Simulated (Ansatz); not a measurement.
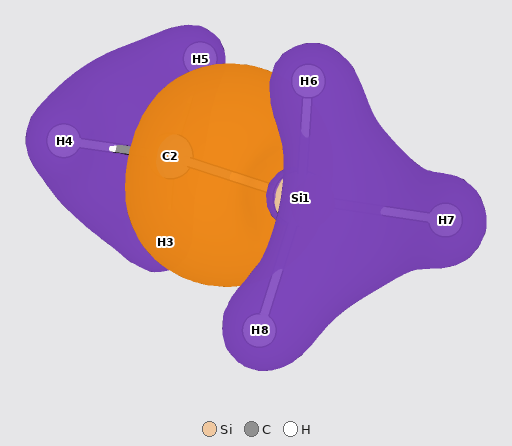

Figure 1: CH6Si. The HOMO at ±0.15 Å⁻³ᐟ² (orange and purple are the two phases), seen at an oblique angle.

Computed with RKS PBE-D4/6-31G* in Ansatz.

The calculation's input:

```
crystal:
  periodic: [false, false, false]
  atoms:
    - { symbol: Si, position_ang: [0.0, 0.0, 0.0] }
    - { symbol: C, position_ang: [0.0, 0.0, 1.87] }
    - { symbol: H, position_ang: [-0.9996, -0.3092, 2.2405] }
    - { symbol: H, position_ang: [0.7676, -0.7111, 2.2405] }
    - { symbol: H, position_ang: [0.232, 1.0203, 2.2405] }
    - { symbol: H, position_ang: [1.3768, 0.0, -0.4862] }
    - { symbol: H, position_ang: [-0.6877, 1.1914, -0.4862] }
    - { symbol: H, position_ang: [-0.6877, -1.1914, -0.4862] }
basis:
  gaussian: { orbitals: "6-31G*" }
hamiltonian:
  xc: pbe
  dispersion: d4
relax:
  f_tol: 0.02
  max_steps: 40
output:
  orbitals: {}
```

Launched as:

```sh
ansatz run input.yaml --threads 1 --pin off --max-ram 2048MiB --backend cpu --events-out ev --progress --plain --runs-dir out
```

The fields are those of the run's last geometry, not of the input's.

Q: Describe this orbital and give its energy.

A: Its weight (Hirshfeld) is mainly on C2 (about 45 %) and Si1 (about 30 %). Its energy is −7.73 eV.
